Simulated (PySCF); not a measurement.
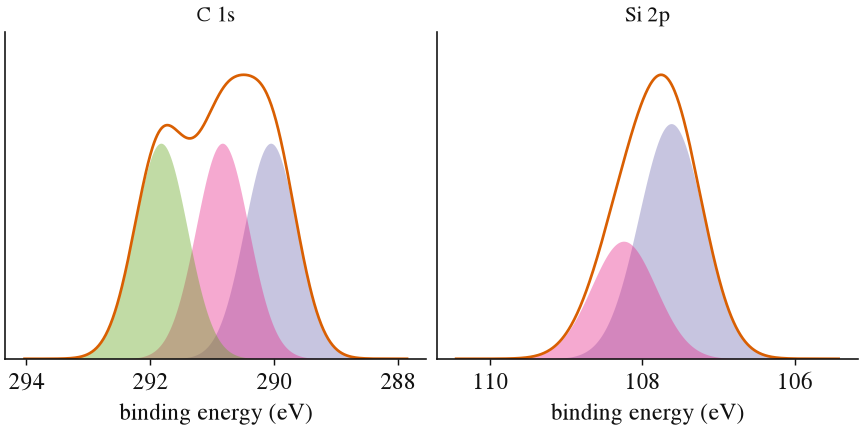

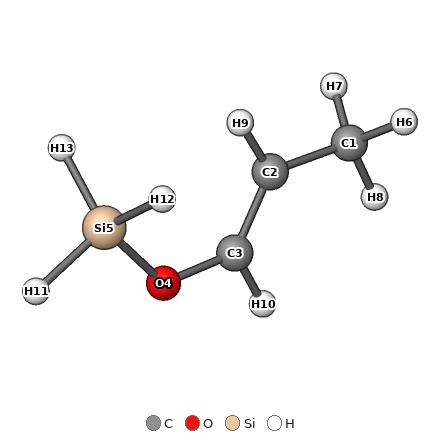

Simulated XPS of C₃H₈OSi, SMILES C/C=C/O[SiH3]. Vertical core-electron binding energies by ΔSCF (SCAN, pcX-2 on the ionised atom, pcseg-1 elsewhere, spin-free X2C; PySCF 2.14.0, at a PBE0-D3(BJ)/def2-SVP geometry (no frequency check)), gas phase, against the vacuum level. One atom of each kind was ionised; within a panel, areas follow the number of like atoms and 2j + 1 (2p levels are split by first-order spin-orbit coupling, an approximation), each panel is scaled alone, Gaussians of 1.0 eV full width. Only the regions named are shown. Lines closer than the width merge in the curve.

Which atoms give which peak?

Answer.
```csv
level,atoms,binding energy (eV)
C 1s,C3,291.8
C 1s,C1,290.8
C 1s,C2,290.1
Si 2p1/2,Si5,108.2
Si 2p3/2,Si5,107.6
```

How large is the chemical shift across the C 1s region?

Answer. 1.8 eV, from C2 at 290.1 eV to C3 at 291.8 eV.

Caveats: one conformer of a flexible molecule.
